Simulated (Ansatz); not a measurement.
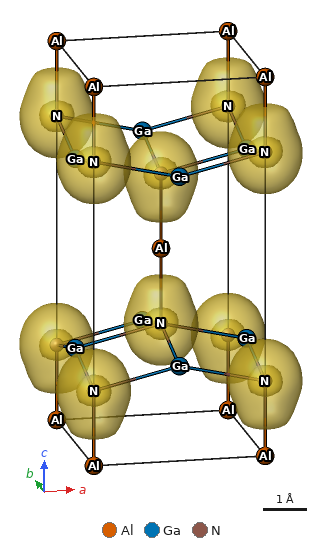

AlGa₂N₂. Isosurface of the ELF at 0.65 (yellow), seen slightly off an axis. Core shells and regions of very low density are left out. Sticks mark near contacts.

Space group I4/mmm; a structure generated by program, which may or may not match a known phase; computed without spin polarisation.

Level of theory: DFT PBE, scalar-relativistic, plane waves, PAW in Ansatz.

In a PAW calculation such maps are meaningful between the atoms, not at the nuclei.

```
Al Ga N
1.0
     4.14069    0.00000    0.00000
     0.00000    4.14069    0.00000
     0.00000    0.00000    9.28926
Al Ga N
2 4 4
Direct
  0.00000 0.00000 0.00000
  0.50000 0.50000 0.50000
  0.00000 0.50000 0.25000
  0.50000 0.00000 0.75000
  0.50000 0.00000 0.25000
  0.00000 0.50000 0.75000
  0.00000 0.00000 0.19795
  0.50000 0.50000 0.69795
  0.00000 0.00000 0.80205
  0.50000 0.50000 0.30205
```

Q: What do the ELF domains correspond to?

A: At this value the surface marks out four regions on N in which the atom's valence shell and bonds are merged, counted in one cell of 10 atoms. Any copies at cell faces, edges or corners count once.

Values along the shortest contacts:
Al–N (1.84 Å): the ELF peaks at about 0.90 in the valence shell of N, 0.7 Å from its nucleus, and is about 0.90 at the midpoint. Ga–N (2.13 Å): the ELF peaks at about 0.80 in the valence shell of N, 0.7 Å from its nucleus, and is about 0.35 at the midpoint.
